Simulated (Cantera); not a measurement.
Input: 1 mol MgO, 13 mol CO, held at 1.70 bar.

Equilibrium computed with Cantera from the NASA thermochemical tables; the gas is ideal and each condensed phase is pure. Candidate condensed phases: C, Mg, MgCO3, MgO; 15 gas species. Equilibrium is a limit: real reactors are often held back by kinetics, nucleation or transport.

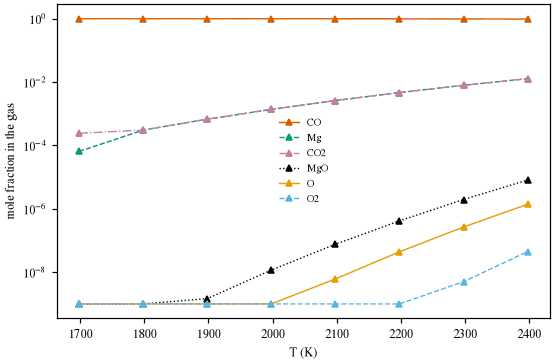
Figure: Equilibrium gas composition (values under 1e-9 drawn at 1e-9)

At 1698 K the condensed part is C(graphite) + MgO(s). From 1798 K to 2398 K the condensed part is MgO(s). The main Mg-bearing gas is Mg throughout. The share of Mg in condensed phases is highest at 1698 K (99.9 %) and lowest at 2398 K (83.1 %).
